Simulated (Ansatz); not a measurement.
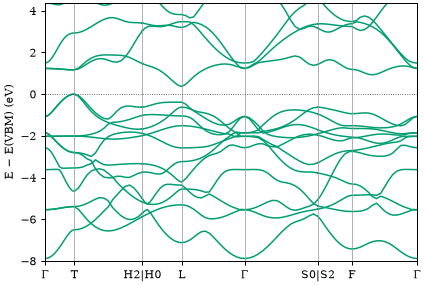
Fig. 1. Band structure from the program Ansatz at the PBEsol level (PAW)

Question: Read off the gap and where the band edges lie.

Answer: About 0.4 eV (0.37 eV by a search for the band edges); maximum at T, minimum at L.

Question: Which compound is it?
A) KLuS2, R-3m (Lu on 3b, K on 3a, S on 6c)
B) LaWN3, R3c (La on 6a, W on 6a, N on 18b)
C) TaCuN2, R-3m (Ta on 3b, Cu on 3a, N on 6c)
D) ZnSnN2, R-3m (Zn on 3a, Sn on 3b, N on 6c)

Answer: C, TaCuN2, R-3m (Ta on 3b, Cu on 3a, N on 6c)

The first step of the workflow began from a Materials Project structure, measured or hypothetical; the Crystallography Open Database files this formula in space group No. 166, but the cells were not matched. Whether it is the stable phase at ambient conditions was not checked. The cell was relaxed with PBEsol under the symmetry of its start; whether a distortion lowers the energy is not shown. The run is not spin-polarised. Spin–orbit coupling is left out wherever it is not named.

Potentials: the later of the program's two PAW sets.
